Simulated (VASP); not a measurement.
Band structure of Pd (fcc). All values below come from AM05 GGA, VASP's PBE PAW potentials (set 64) (plane waves; VASP).

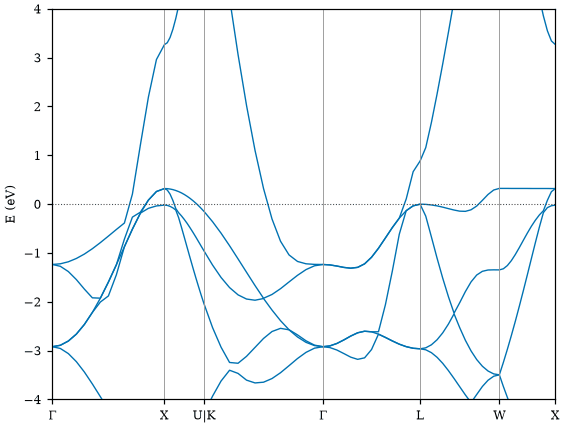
Bands along high-symmetry lines, zero at the valence-band maximum or, without a gap, the Fermi level

Q: Read the plot: is there a gap, and where are the band edges?

A: It has no gap at this level: it comes out as a metal or semimetal. (Edges off the drawn lines would not show.)

The compound is Pd in the fcc structure. It was relaxed first.
